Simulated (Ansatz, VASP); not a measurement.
## Rh (Rhodium) in two plane-wave programs

Wanted: the spread between two codes on one cell, functional and k mesh. The structure shown is the end of the Ansatz relaxation below.

Program: Ansatz 0.2.0. Level of theory: plane waves, with VASP 6.6.1 beside it; single point at PBE. Results are calculated unless marked as measured.

## 1. The starting structure

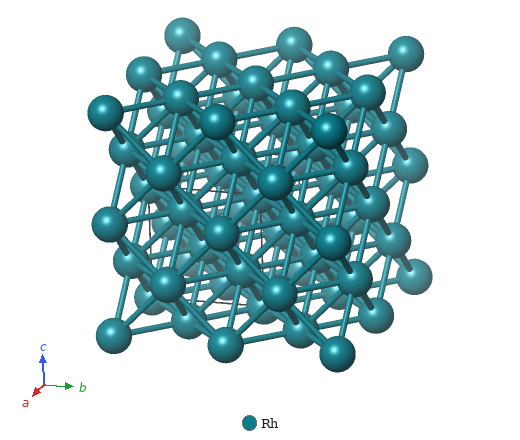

The starting structure, seen slightly off an axis (rhodium blue). 2×2×2 cells are drawn. This picture shows the conventional cell, with its axes. Some periodic images of atoms are drawn too.

## 2. Ansatz: relaxation, PBE

Ansatz runs on its default PAW (the set named soft_2) files.

This run makes the geometry at which the two programs are then compared.

input.yaml

```yaml
crystal:
  lattice:
    - [0.0, 1.90155, 1.90155]
    - [1.90155, 0.0, 1.90155]
    - [1.90155, 1.90155, 0.0]
  atoms:
    - { symbol: Rh, position: [0.0, 0.0, 0.0] }
kpoints:
  mp_grid: { grid: [18, 18, 18] }
scf:
  occupations: { method: fermi_dirac, width: 0.08 }
hamiltonian:
  xc: pbe
  pseudopotentials: { kind: paw }
output:
  forces: true
relax:
  f_tol: 0.01
  max_steps: 50
  cell: {}
```

The run is started by

```bash
$ ansatz run input.yaml --threads 4 --pin off --max-ram 8192MiB --backend cpu --events-out ev --progress --plain --runs-dir out
```

Numbers of over 12 decimals in the logs are rounded to 6 here.

Output:

```text
Engine: ansatz 0.2.0, aarch64-unknown-linux-gnu
Pseudopotentials: kind: paw
Pseudopotential: Rh, paw, valence charge 17, recommended cutoff 420 eV (normal), Rh.paw.azcp
Functional definition: PBE
  parameter kappa = 0.804
  parameter beta = 0.066725
  exchange = pbe_x(kappa = kappa, mu = beta*pi^2/3)
  correlation = pbe_c(beta = beta)
Crystal: 1 atoms, lattice volume = 13.752 Å³
Basis set: ecut = 420 eV, 283 PW (Γ), exchange–correlation on 36×36×36 points (8 copies of the dense FFT grid, shifted against one another)
Bands: 13, of which v1, the nominal top of the filled ones, is band 9 counted from 1 (8 counted from 0)
Symmetry: 48 space group operations
Space group: Fm-3m (ITA 225), of the structure as read, at distance tolerance 2.4e-5 Å
k-points: 195 of 5832
Non-local potential: Rh, projectors of the file, l = 0: 3, l = 1: 2, l = 2: 2, l = 3: 1
PAW form: soft (Blöchl's): semilocal exchange-correlation on the pseudo side does not see the compensation charge
PAW one-centre angular grid: Rh, 590 points (default); XC on 64 Gauss nodes
Initial density: superposition of atomic densities (neutral atoms: chi_scale 0, normalization atom), corrected by the library's trained network
Initial wavefunctions: pseudopotential atomic-orbital guess
Functional: x = pbe(κ = 0.804, μ = 0.219515), c = pbe(β = 0.066725)
SCF iter   1: F=—  HF=-6402.897646 eV  |F-HF|=—  |Δ(HF+E_count)|=         —  Δρ=2.82e-3  dr2=3.16e-4  ethr=1.77e-3  ⟨swp⟩=5.0  Hψ=14103  notcnv=0
preconditioner: auto → none  [metal: Δε(μ)=0.024 eV  Ē_g=13.977 eV  σ=0.080 eV  W_gap=0.07  n_scr=0 (ndim 8)  ℏωp=30.0 eV  f_vac=0.000  D(μ)=1.33/eV (n_scr^D=14)]
SCF iter   2: F=—  HF=-6402.897734 eV  |F-HF|=—  |Δ(HF+E_count)|=   8.79e-5  Δρ=1.44e-3  dr2=6.22e-5  ethr=1.86e-6  ⟨swp⟩=2.7  Hψ=5915  notcnv=0
SCF iter   3: F=—  HF=-6402.897762 eV  |F-HF|=—  |Δ(HF+E_count)|=   2.80e-5  Δρ=6.98e-4  dr2=1.31e-5  ethr=3.66e-7  ⟨swp⟩=2.1  Hψ=3496  notcnv=0
SCF iter   4: F=—  HF=-6402.897777 eV  |F-HF|=—  |Δ(HF+E_count)|=   1.48e-5  Δρ=7.18e-5  dr2=2.46e-7  ethr=7.70e-8  ⟨swp⟩=2.3  Hψ=3758  notcnv=0
iter 5 did not close the SCF: its close was put off for the readings that it lacked (scf_convergence_deferred on its scf_iter line)
SCF iter   5: F=-6402.897777 eV  HF=-6402.897777 eV  |F-HF|=7.97e-10  |Δ(HF+E_count)|=   8.33e-8  Δρ=1.21e-5  dr2=4.19e-9  ethr=1.45e-9  ⟨swp⟩=2.4  Hψ=3782  notcnv=0
SCF iter   6: F=-6402.897777 eV  HF=-6402.897777 eV  |F-HF|=1.94e-10  |Δ(HF+E_count)|=  5.18e-10  Δρ=2.25e-6  dr2=3.49e-10  ethr=2.47e-11  ⟨swp⟩=1.2  Hψ=7483  notcnv=0
SCF 1 converged in 6 iterations: F = -6402.897777 eV  dr2 = 3.49e-10
  greatest PAW one-centre occupation: 1.000 electrons in one spin orbital (limit 2), on the Rh atom at site 0 (counted from 0), in its partial waves of l = 0
relax step   1: F+E_penalty+E_count = -6402.89777693 eV  Δ(F+E_penalty+E_count) = +0.000e0 eV  max|allowed force component| = 0.000e0 eV/Å  Δτ_max = 0.0000 Å  P = +5.951 GPa  Ω = 13.752 Å³  (6 SCF iters, dr2 threshold 1.00e-7 eV, accepted)
[...]
relax step   2: F+E_penalty+E_count = -6402.89983588 eV  Δ(F+E_penalty+E_count) = -2.059e-3 eV  max|allowed force component| = 0.000e0 eV/Å  Δτ_max = 0.0000 Å  P = -4.113 GPa  Ω = 14.295 Å³  energy of the carried Pulay correction = -3.831e-4 eV  (5 SCF iters, dr2 threshold 1.00e-7 eV, accepted)
[...]
relax step   3: F+E_penalty+E_count = -6402.90309643 eV  Δ(F+E_penalty+E_count) = -3.261e-3 eV  max|allowed force component| = 0.000e0 eV/Å  Δτ_max = 0.0000 Å  P = -0.195 GPa  Ω = 14.068 Å³  energy of the carried Pulay correction = -2.248e-4 eV  (4 SCF iters, dr2 threshold 1.00e-7 eV, accepted)
[...]
relax step   4: F+E_penalty+E_count = -6402.90311078 eV  Δ(F+E_penalty+E_count) = -1.434e-5 eV  max|allowed force component| = 0.000e0 eV/Å  Δτ_max = 0.0000 Å  P = +0.007 GPa  Ω = 14.057 Å³  energy of the carried Pulay correction = -2.170e-4 eV  (3 SCF iters, dr2 threshold 9.48e-8 eV, accepted)
[...]
relax step   5: F+E_penalty+E_count = -6402.90332683 eV  Δ(F+E_penalty+E_count) = -2.161e-4 eV  max|allowed force component| = 0.000e0 eV/Å  Δτ_max = 0.0000 Å  P = +0.002 GPa  Ω = 14.057 Å³  stress off target by 1.64e-3 GPa  SCF on the basis re-selected at this cell (its energy is not comparable with the rows above)  (5 SCF iters)
basis re-selected at this cell: Δ(F+E_penalty+E_count) = -2.161e-4 eV, ΔP = -0.005 GPa vs the last step (what re-selecting the basis moved, of the pressure what is left beyond the Pulay correction that the steps carried, after the strain that the cell walked since its last selection, with what the two solves' SCF thresholds leave and, on support functions, any second-order correction that the steps lacked; it is no measure of the basis error at this ecutwfc). The dense FFT grid was sized anew with the basis: this SCF ran on 20×20×20 points, the steps before it on 18×18×18, so part of this shift can come from that change (see relax.cell in the input reference). [rest of the remark cut]
SCF converged after 5 iterations
Free energy (F): -6402.903327 eV
Harris-Foulkes:  -6402.903327 eV  (|F-HF|=2.73e-12)
Internal energy: -6402.874103 eV  (E = F + TS)
E sigma→0 (E₀):  -6402.888715 eV
Entropy (-TS):   -0.029224 eV (-29.224 meV/atom)
Fermi energy:    21.758426 eV
--- Per-component energies (eV) ---
  E_band       = -94.519142
  E_kinetic    = 572.775689
  E_local      = -1590.362767  (includes V_loc(G=0)·N_el)
  E_nonlocal   = 354.532943
  E_hartree    = 558.953990
  E_xc         = -221.753348
  E_vxc        = -278.371285  (∫ρ·V_xc dr)
  E_paw        = -3586.850445  (= ΣΔE_a)
  E_vpaw       = -271.002601  (= ΣTr[D̂ρ^β])
  E_aug_tail   = 0.000886  (compensation charges beyond the density's cutoff)
  E_ewald      = -2490.171051
  E_smearing   = -0.029224  (= −TS)
  E_closure    = -0.000000  (closes the sum)
  Σ components = -6402.903327   (vs F -6402.903327, Δ=0.00e0)
--- Forces (eV/Å), atoms counted from 1 ---
  atom   1  Rh    -0.00000000    -0.00000000    -0.00000000
  max |Σ_I F_I| component: 2.88e-32 eV/Å
--- Stress (GPa, compression-positive) ---
        0.001641      -0.000000      -0.000000
       -0.000000       0.001641       0.000000
       -0.000000       0.000000       0.001641
  P = ⅓ Tr σ = 0.0016 GPa (0.016 kbar)
--- Relaxed structure (4 steps of the walk, 4 accepted, 1 SCFs on fresh bases) ---
  F+E_penalty+E_count = -6402.90332683 eV   max|allowed force component| = 0.000e0 eV/Å   (the final SCF, on the basis selected at the relaxed cell)
  cell:  # Å, volume = 14.0569 Å³
    - [0, 1.915520, 1.915520]
    - [1.915520, 0, 1.915520]
    - [1.915520, 1.915520, 0]
  atoms:
    - { symbol: Rh, position: [0.0, 0.0, 0.0] }
```

## 3. VASP: single point, PBE

The same cell, functional, mesh and smearing now go to VASP, with its own data sets and cutoff.

Lines of VASP's logs that name or quote its potential files are left out, and so is its time.

INCAR

```
SYSTEM = Rh
PREC = Accurate
ENCUT = 400
EDIFF = 1E-06
NELM = 100
ISMEAR = -1
SIGMA = 0.08
LREAL = .FALSE.
ALGO = Normal
GGA = PE
NBANDS = 13
LORBIT = 11
LWAVE = .FALSE.
LCHARG = .FALSE.
KPAR = 2
ISIF = 2
```

POSCAR

```
Rh
1.0
    0.0000000000      1.9155202461      1.9155202461
    1.9155202461      0.0000000000      1.9155202461
    1.9155202461      1.9155202461      0.0000000000
Rh
1
Direct
    0.0000000000      0.0000000000      0.0000000000
```

KPOINTS

```
Automatic mesh
0
Gamma
18 18 18
0 0 0
```

The projector-augmented-wave data sets are Rh_pv (PBE family, release 64).

The run is started by

```bash
$ mpirun -np 2 vasp_std
```

Output:

```text
[banner, memory and clock lines left out]
running    2 mpi-ranks, on    1 nodes
 distrk:  each k-point on    1 cores,    2 groups
 distr:  one band on    1 cores,    1 groups

 POSCAR found type information on POSCAR Rh
 POSCAR found :  1 types and       1 ions
 LDA part: xc-table for (Slater+PW92), standard interpolation
 POSCAR, INCAR and KPOINTS ok, starting setup
 FFT: planning ... GRIDC
 FFT: planning ... GRID_SOFT
 FFT: planning ... GRID
 WAVECAR not read
 entering main loop
       N       E                     dE             d eps       ncg     rms          rms(c)
DAV:   1     0.998778832923E+02    0.99878E+02   -0.78213E+03  5126   0.102E+03
DAV:   2    -0.650856720193E+01   -0.10639E+03   -0.10195E+03  5555   0.313E+02
DAV:   3    -0.776777426588E+01   -0.12592E+01   -0.12572E+01  5995   0.381E+01
DAV:   4    -0.777392568853E+01   -0.61514E-02   -0.61506E-02  5938   0.277E+00
DAV:   5    -0.777400221442E+01   -0.76526E-04   -0.76522E-04  6167   0.278E-01    0.959E+00
DAV:   6    -0.728522220584E+01    0.48878E+00   -0.84570E-01  5710   0.135E+01    0.341E+00
DAV:   7    -0.727400709099E+01    0.11215E-01   -0.66012E-02  6305   0.199E+00    0.151E+00
DAV:   8    -0.727073904878E+01    0.32680E-02   -0.56415E-03  5600   0.104E+00    0.867E-02
DAV:   9    -0.727059140518E+01    0.14764E-03   -0.29764E-04  6295   0.245E-01    0.125E-02
DAV:  10    -0.727059396206E+01   -0.25569E-05   -0.12213E-05  6025   0.443E-02    0.912E-03
DAV:  11    -0.727059227472E+01    0.16873E-05   -0.69645E-07  4198   0.102E-02    0.277E-04
DAV:  12    -0.727059225748E+01    0.17246E-07   -0.23462E-08  3820   0.205E-03
   1 F= -.72705923E+01 E0= -.72559388E+01  d E =-.293069E-01
```

OUTCAR, selected parts (step 3):

```text
ion  position               nearest neighbor table
   1  0.000  0.000  0.000-

  LATTYP: Found a face centered cubic cell.
 ALAT       =     3.8310404922

 Subroutine GETGRP returns: Found 48 space group operations
 (whereof 48 operations were pure point group operations)

The static configuration has the point symmetry O_h .

 Found    195 irreducible k-points:

   k-points           NKPTS =    195   k-points in BZ     NKDIM =    195   number of bands    NBANDS=     13

   dimension x,y,z NGX =    18 NGY =   18 NGZ =   18
   dimension x,y,z NGXF=    36 NGYF=   36 NGZF=   36

   ENCUT  =  400.0 eV  29.40 Ry    5.42 a.u.   4.42  4.42  4.42*2*pi/ulx,y,z

   NELECT =      15.0000    total number of electrons

 k-points in reciprocal lattice and weights: Automatic mesh
   0.00000000  0.00000000  0.00000000       0.000
   0.05555556  0.00000000  0.00000000       0.001
   0.11111111  0.00000000  0.00000000       0.001
   0.16666667  0.00000000  0.00000000       0.001
   0.22222222  0.00000000  0.00000000       0.001
   0.27777778  0.00000000  0.00000000       0.001
   0.33333333  0.00000000  0.00000000       0.001
   0.38888889  0.00000000  0.00000000       0.001
   0.44444444  0.00000000  0.00000000       0.001
[...]
-0.27777778  0.44444444  0.22222222       0.004
  -0.27777778  0.50000000  0.22222222       0.002

 average (electrostatic) potential at core
       1 -71.1314

 E-fermi :  11.4968

 k-point     1 :       0.0000    0.0000    0.0000
  band No.  band energies     occupation
    ...
      5       8.5254      2.00000
      6       8.5254      2.00000
      7       8.5254      2.00000
      8      10.5448      1.99999
      9      10.5448      1.99999
     10      27.5129      0.00000
     11      32.8465      0.00000
     12      32.8465      0.00000
     13      32.8465      0.00000

 k-point     2 :       0.0556    0.0000    0.0000
  band No.  band energies     occupation
    ...
      5       8.4720      2.00000
      6       8.5728      2.00000
      7       8.5728      2.00000
      8      10.5185      1.99999
      9      10.5185      1.99999
     10      27.6862      0.00000
     11      32.0971      0.00000
     12      32.1600      0.00000
     13      33.0215      0.00000

 k-point     3 :       0.1111    0.0000    0.0000
  band No.  band energies     occupation
    ...
      5       8.3384      2.00000
      6       8.6966      2.00000
      7       8.6966      2.00000
      8      10.4617      2.00000
      9      10.4617      2.00000
     10      28.1452      0.00000
     11      30.6921      0.00000
     12      32.1125      0.00000
     13      33.5284      0.00000

  Total       -0.1052712     -0.1052712     -0.1052712     -0.0000000      0.0000000      0.0000000
  in kB      -11.9985808    -11.9985808    -11.9985808     -0.0000000      0.0000000      0.0000000
  external PRESSURE =     -11.9985808 kB  Pullay stress =       0.0000000 kB

  energy-cutoff  :      400.00
  volume of cell :       14.06
      direct lattice vectors                 reciprocal lattice vectors
     0.000000000  1.915520246  1.915520246    -0.261025693  0.261025693  0.261025693
     1.915520246  0.000000000  1.915520246     0.261025693 -0.261025693  0.261025693
     1.915520246  1.915520246  0.000000000     0.261025693  0.261025693 -0.261025693

 POSITION                                       TOTAL-FORCE (eV/Angst)
 -----------------------------------------------------------------------------------
      0.00000      0.00000      0.00000         0.000000      0.000000      0.000000
 -----------------------------------------------------------------------------------
    total drift:                                0.000000     -0.000000      0.000000

  FREE ENERGIE OF THE ION-ELECTRON SYSTEM (eV)
  ---------------------------------------------------
  free  energy   TOTEN  =        -7.2705922575 eV

  energy  without entropy=       -7.2412853578  energy(sigma->0) =       -7.25593881

 total charge
# of ion       s       p       d       tot
------------------------------------------
    1        0.404   6.287   7.057  13.748

[... 3 further parts left out ...]
```

The run ends at a pressure of -1.20 GPa.

## 4. Comparison

Known differences besides the PAW data sets themselves: the data sets hold 17 valence electrons in Ansatz (default PAW (the set named soft_2) files) and 15 in VASP; the cutoff is 420 eV in Ansatz and 400 eV in VASP; VASP leaves aspherical gradient terms in its spheres out (LASPH is not set), Ansatz keeps them; Ansatz's pressure holds a Pulay correction, VASP's none. Total energies have different zeros and are not compared.

Both answers:

```csv
quantity,Ansatz,VASP,difference
pressure (GPa),0.00,-1.20,+1.20
```

## 5. Further runs

The difference is large enough to ask for its cause, so further runs change the set-up of one program at a time, as the table lists.

```csv
run,difference in pressure (GPa)
as above,1.2
VASP with the data sets Rh_sv_GW and a cutoff of 570 eV,1.7
```

## 6. Summary of results

```yaml
difference_in_pressure_single_point_pbe: 1.2 GPa
```

**Reading.** The difference in pressure is 1.2 GPa (single point, PBE), beyond the 1 GPa picked in this series as the mark of a large difference. For single point, PBE: no further run halves the difference in pressure. How closely two codes agree says nothing of how well the functional describes the real material.

[Lines on the potential files, build, host, timing and source positions are cut from VASP's logs without a mark.]

[Logs are printed without paths, hosts, clocks, repeated set-up lines and the standing remarks that a program may print on its own settings, such as how far it seeks lower states.]

[Hosts, paths, dates, database ids (printed as entryN), source tags and the programs' standing remarks are cut or masked in the printed files.]
